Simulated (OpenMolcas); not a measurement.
# Single-point calculation of CH$_{5}$FOSi (part 2 of 2)

CH$_{5}$FOSi, SMILES C[SiH](O)F; HF/ANO-R0, RHF, sfX2C (OpenMolcas 26.06). The geometry comes from this level: PBE0-D4/def2-TZVP.

Geometry of the input (Å):
```
C  -1.0592  0.3827  0.2021
Si 0.5987  -0.0594  -0.4917
O  1.6998  -0.4260  0.6588
F  0.3861  -1.3192  -1.4572
H  -1.7593  0.6242  -0.6015
H  -0.9821  1.2517  0.8601
H  -1.4840  -0.4450  0.7767
H  1.2140  1.0180  -1.2926
H  1.4746  -1.0731  1.3282
```

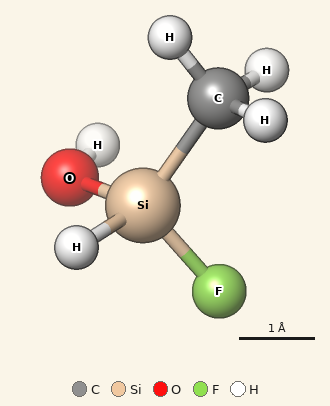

**Figure 1.** The structure (ball-and-stick view, seen at a tilt).

Log, continued:
```
::    Total SCF energy                               -504.0870114062
      One-electron energy                           -1063.1004924852
      Two-electron energy                             375.6832849188
      Nuclear repulsion energy                        183.3301961602
      Kinetic energy (interpolated)                   513.4197446649
      Virial theorem                                    0.9818224107
      Total spin, S(S+1)                                0.0000000000
      Total spin, S                                     0.0000000000
      Max non-diagonal density matrix element           0.0000030055
      Max non-diagonal Fock matrix element              0.0000001691

      No orbitals printed

++    Molecular charges:
      ------------------

      Mulliken charges per centre
      ---------------------------

                C1      SI2     O3      F4      H5      H6      H7      H8      H9
      Total    7.1090 12.8960  8.5811  9.3465  0.7228  0.7313  0.7618  1.1904  0.6611

      N-E     -1.1090  1.1040 -0.5811 -0.3465  0.2772  0.2687  0.2382 -0.1904  0.3389

      Total electronic charge=   42.000000

      Total            charge=   -0.000000
--

++    Static properties:
      ------------------

      LoProp Charges per center

                   C1       SI2      O3       F4       H5       H6       H7       H8       H9
      Nuclear      6.0000  14.0000   8.0000   9.0000   1.0000   1.0000   1.0000   1.0000   1.0000
      Electronic  -6.9438 -13.1001  -8.4776  -9.2816  -0.7664  -0.7728  -0.7864  -1.1524  -0.7189

      Total       -0.9438   0.8999  -0.4776  -0.2816   0.2336   0.2272   0.2136  -0.1524   0.2811
--

++    Natural Bond Order analysis
      ---------------------------
      Based on LoProp computed density
      -------------------------------------------------------------------------------------
      Atom A       Atom B       Bond Order
      -------------------------------------------------------------------------------------
      NBO located      0.997 non-bonded electrons on atom C1
      NBO located      0.994 non-bonded electrons on atom SI2
      NBO located      1.000 non-bonded electrons on atom SI2
      NBO located      0.998 non-bonded electrons on atom SI2
      NBO located      0.998 non-bonded electrons on atom SI2
      NBO located      0.999 non-bonded electrons on atom SI2
      NBO located      0.999 non-bonded electrons on atom O3
      NBO located      0.999 non-bonded electrons on atom F4
      NBO located      0.980 non-bonded electrons on atom F4
      The remaining   13.503 electrons are to be considered as diffuse
--

++    Molecular properties:
      ---------------------

      Charge (e):
                      =   -0.0000
      Dipole Moment (debye):
      Origin of the operator (angstrom)=    0.4626   -0.3445   -0.3424
                   X= -9.3029E-01               Y= -1.1408E+00               Z=  1.7461E+00           Total=  2.2838E+00
      Quadrupole Moment (debye*angstrom):
      Origin of the operator (angstrom)=    0.4626   -0.3445   -0.3424
                  XX= -4.2027E+01              XY= -1.4749E+00              XZ=  6.4472E-01              YY= -3.9694E+01
                  YZ= -1.4396E+00              ZZ= -3.8349E+01
      In traceless form (debye*angstrom)
                  XX= -3.0057E+00              XY= -2.2123E+00              XZ=  9.6708E-01              YY=  4.9436E-01
                  YZ= -2.1594E+00              ZZ=  2.5113E+00
--

--- Stop Module: scf /rc=_RC_ALL_IS_WELL_ ---

--- Start Module: localisation ---

                                           &LOCALISATION

                       available to each process: 1.9 GB of memory, 1 thread

 Header from vector file:

* SCF orbitals

 Pipek-Mezey localisation
 Convergence threshold:   1.0000E-06 (functional)
 Convergence threshold:   1.0000E-02 (gradient)
 Screening threshold  :   1.0000E-10 (orbital rotations)
 Frozen orbitals      :      5
 Orbitals to localise :     16

 CPU  time for localisation procedure:      0.00 seconds

++    Molecular orbitals:
      -------------------

      Title: Final localised MO's

      Molecular orbitals for symmetry species 1: a

      Basis set list:
        1 C1     1s                 11 SI2    2py                21 F4     2s
        2 C1     2s                 12 SI2    3py                22 F4     2px
        3 C1     2px                13 SI2    2pz                23 F4     2py
        4 C1     2py                14 SI2    3pz                24 F4     2pz
        5 C1     2pz                15 O3     1s                 25 H5     1s
        6 SI2    1s                 16 O3     2s                 26 H6     1s
        7 SI2    2s                 17 O3     2px                27 H7     1s
        8 SI2    3s                 18 O3     2py                28 H8     1s
        9 SI2    2px                19 O3     2pz                29 H9     1s
       10 SI2    3px                20 F4     1s

  Index Energy  Occupation Coefficients ...

    1  -69.1540    2.0000          6 SI2    1s     ( 0.999),

    2  -25.9270    2.0000         20 F4     1s     ( 1.000),

    3  -20.3090    2.0000         15 O3     1s     ( 1.000),

    4  -11.2620    2.0000          1 C1     1s     ( 1.000),

    5   -6.3566    2.0000          7 SI2    2s     ( 0.999),

    6    0.0000    2.0000          9 SI2    2px    ( 0.449),    11 SI2    2py    (-0.401),    13 SI2    2pz    ( 0.800),

    7    0.0000    2.0000         11 SI2    2py    (-0.917),

    8    0.0000    2.0000          9 SI2    2px    ( 0.867),    13 SI2    2pz    (-0.499),

    9    0.0000    2.0000         21 F4     2s     ( 0.940),

   10    0.0000    2.0000         16 O3     2s     ( 0.741),    17 O3     2px    ( 0.621),

   11    0.0000    2.0000          2 C1     2s     (-0.391),     3 C1     2px    ( 0.353),     5 C1     2pz    ( 0.403),    25 H5     1s     (-0.545),

   12    0.0000    2.0000         28 H8     1s     ( 0.651),

   13    0.0000    2.0000         16 O3     2s     (-0.355),    18 O3     2py    ( 0.417),    19 O3     2pz    (-0.390),    29 H9     1s     (-0.508),

   14    0.0000    2.0000          2 C1     2s     ( 0.385),     4 C1     2py    (-0.413),     5 C1     2pz    ( 0.284),    27 H7     1s     ( 0.559),

   15    0.0000    2.0000          2 C1     2s     ( 0.384),     4 C1     2py    ( 0.434),     5 C1     2pz    ( 0.333),    26 H6     1s     ( 0.551),

   16    0.0000    2.0000         23 F4     2py    ( 0.549),    24 F4     2pz    (-0.780),

   17    0.0000    2.0000         23 F4     2py    (-0.598),    24 F4     2pz    (-0.411),

   18    0.0000    2.0000         22 F4     2px    (-0.950),

   19    0.0000    2.0000          8 SI2    3s     ( 0.314),    14 SI2    3pz    ( 0.285),    16 O3     2s     ( 0.417),    17 O3     2px    (-0.506),
                                  19 O3     2pz    (-0.345),

   20    0.0000    2.0000         18 O3     2py    ( 0.697),    19 O3     2pz    ( 0.566),

   21    0.0000    2.0000          2 C1     2s     ( 0.384),     3 C1     2px    ( 0.540),     8 SI2    3s     ( 0.318),    10 SI2    3px    (-0.315),

   22    0.1818    0.0000          2 C1     2s     (-0.885),     8 SI2    3s     ( 0.591),    16 O3     2s     (-0.467),    27 H7     1s     ( 0.582),
                                  28 H8     1s     (-0.826),    29 H9     1s     ( 0.601),

   23    0.2014    0.0000          2 C1     2s     (-0.639),     8 SI2    3s     (-0.771),    12 SI2    3py    (-0.757),    25 H5     1s     ( 0.537),
                                  26 H6     1s     ( 0.522),    28 H8     1s     ( 1.039),

   24    0.2413    0.0000          2 C1     2s     ( 0.711),    10 SI2    3px    ( 0.430),    14 SI2    3pz    ( 0.384),    16 O3     2s     (-0.695),
                                  27 H7     1s     (-0.506),    29 H9     1s     ( 0.727),

   25    0.3105    0.0000         12 SI2    3py    ( 0.585),    14 SI2    3pz    ( 0.726),    21 F4     2s     ( 0.466),    25 H5     1s     ( 0.654),
                                  26 H6     1s     (-0.902),

   26    0.3459    0.0000          5 C1     2pz    (-0.829),     8 SI2    3s     (-0.753),    25 H5     1s     (-0.901),    27 H7     1s     ( 1.177),

   27    0.3637    0.0000          3 C1     2px    (-0.742),     4 C1     2py    (-0.541),     5 C1     2pz    (-0.477),    14 SI2    3pz    ( 0.547),
                                  25 H5     1s     (-0.777),    26 H6     1s     ( 0.926),    27 H7     1s     (-0.477),

   28    0.3961    0.0000          3 C1     2px    ( 0.651),     4 C1     2py    (-0.735),     8 SI2    3s     (-0.551),    10 SI2    3px    ( 0.941),
                                  14 SI2    3pz    (-0.485),    26 H6     1s     ( 0.580),    28 H8     1s     (-0.531),

   29    0.4769    0.0000          8 SI2    3s     ( 0.537),    10 SI2    3px    ( 0.809),    14 SI2    3pz    ( 0.515),    19 O3     2pz    ( 0.749),
                                  29 H9     1s     (-0.824),

--

--- Stop Module: localisation /rc=_RC_ALL_IS_WELL_ ---

--- Start Module: localisation ---

                                           &LOCALISATION

                       available to each process: 1.9 GB of memory, 1 thread

 Header from vector file:

*Localised orbitals

 Pipek-Mezey localisation
 Convergence threshold:   1.0000E-06 (functional)
 Convergence threshold:   1.0000E-02 (gradient)
 Screening threshold  :   1.0000E-10 (orbital rotations)
 Frozen orbitals      :     21
 Orbitals to localise :      8

 CPU  time for localisation procedure:      0.01 seconds

++    Molecular orbitals:
      -------------------

      Title: Final localised MO's

      Molecular orbitals for symmetry species 1: a

      Basis set list:
        1 C1     1s                 11 SI2    2py                21 F4     2s
        2 C1     2s                 12 SI2    3py                22 F4     2px
        3 C1     2px                13 SI2    2pz                23 F4     2py
        4 C1     2py                14 SI2    3pz                24 F4     2pz
        5 C1     2pz                15 O3     1s                 25 H5     1s
        6 SI2    1s                 16 O3     2s                 26 H6     1s
        7 SI2    2s                 17 O3     2px                27 H7     1s
        8 SI2    3s                 18 O3     2py                28 H8     1s
        9 SI2    2px                19 O3     2pz                29 H9     1s
       10 SI2    3px                20 F4     1s

  Index Energy  Occupation Coefficients ...

    1  -69.1540    2.0000          6 SI2    1s     ( 0.999),

    2  -25.9270    2.0000         20 F4     1s     ( 1.000),

    3  -20.3090    2.0000         15 O3     1s     ( 1.000),

    4  -11.2620    2.0000          1 C1     1s     ( 1.000),

    5   -6.3566    2.0000          7 SI2    2s     ( 0.999),

    6    0.0000    2.0000          9 SI2    2px    ( 0.449),    11 SI2    2py    (-0.401),    13 SI2    2pz    ( 0.800),

    7    0.0000    2.0000         11 SI2    2py    (-0.917),

    8    0.0000    2.0000          9 SI2    2px    ( 0.867),    13 SI2    2pz    (-0.499),

    9    0.0000    2.0000         21 F4     2s     ( 0.940),

   10    0.0000    2.0000         16 O3     2s     ( 0.741),    17 O3     2px    ( 0.621),

   11    0.0000    2.0000          2 C1     2s     (-0.391),     3 C1     2px    ( 0.353),     5 C1     2pz    ( 0.403),    25 H5     1s     (-0.545),

   12    0.0000    2.0000         28 H8     1s     ( 0.651),

   13    0.0000    2.0000         16 O3     2s     (-0.355),    18 O3     2py    ( 0.417),    19 O3     2pz    (-0.390),    29 H9     1s     (-0.508),

   14    0.0000    2.0000          2 C1     2s     ( 0.385),     4 C1     2py    (-0.413),     5 C1     2pz    ( 0.284),    27 H7     1s     ( 0.559),

   15    0.0000    2.0000          2 C1     2s     ( 0.384),     4 C1     2py    ( 0.434),     5 C1     2pz    ( 0.333),    26 H6     1s     ( 0.551),

   16    0.0000    2.0000         23 F4     2py    ( 0.549),    24 F4     2pz    (-0.780),

   17    0.0000    2.0000         23 F4     2py    (-0.598),    24 F4     2pz    (-0.411),

   18    0.0000    2.0000         22 F4     2px    (-0.950),

   19    0.0000    2.0000          8 SI2    3s     ( 0.314),    14 SI2    3pz    ( 0.285),    16 O3     2s     ( 0.417),    17 O3     2px    (-0.506),
                                  19 O3     2pz    (-0.345),

   20    0.0000    2.0000         18 O3     2py    ( 0.697),    19 O3     2pz    ( 0.566),

   21    0.0000    2.0000          2 C1     2s     ( 0.384),     3 C1     2px    ( 0.540),     8 SI2    3s     ( 0.318),    10 SI2    3px    (-0.315),

   22    0.0000    0.0000         25 H5     1s     ( 1.538),

   23    0.0000    0.0000          8 SI2    3s     (-0.911),    12 SI2    3py    (-0.919),    28 H8     1s     ( 1.478),

   24    0.0000    0.0000         29 H9     1s     ( 1.253),

   25    0.0000    0.0000          8 SI2    3s     (-0.533),    12 SI2    3py    ( 0.819),    14 SI2    3pz    ( 0.651),    21 F4     2s     ( 0.600),
                                  23 F4     2py    ( 0.485),

   26    0.0000    0.0000         27 H7     1s     (-1.537),

   27    0.0000    0.0000          4 C1     2py    (-0.785),    26 H6     1s     ( 1.538),

   28    0.0000    0.0000          2 C1     2s     ( 0.672),     3 C1     2px    ( 0.812),     8 SI2    3s     (-0.791),    10 SI2    3px    ( 1.049),

   29    0.0000    0.0000          8 SI2    3s     (-0.661),    10 SI2    3px    (-0.726),    14 SI2    3pz    (-0.767),    16 O3     2s     ( 0.643),
                                  17 O3     2px    (-0.459),    19 O3     2pz    (-0.527),

--

--- Stop Module: localisation /rc=_RC_ALL_IS_WELL_ ---

.##################.
.# Happy landing! #.
.##################.

    Timing: Wall=3.92 User=2.97 System=0.86
```

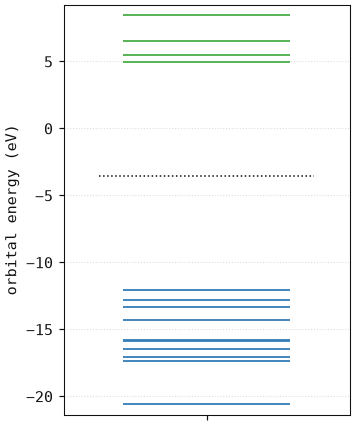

**Figure 2.** Orbital energies near the frontier; the dotted line parts filled from empty levels, and levels within 0.02 eV of each other stand side by side. Highest filled −12.10 eV, lowest empty 4.95 eV, 17.05 eV apart.
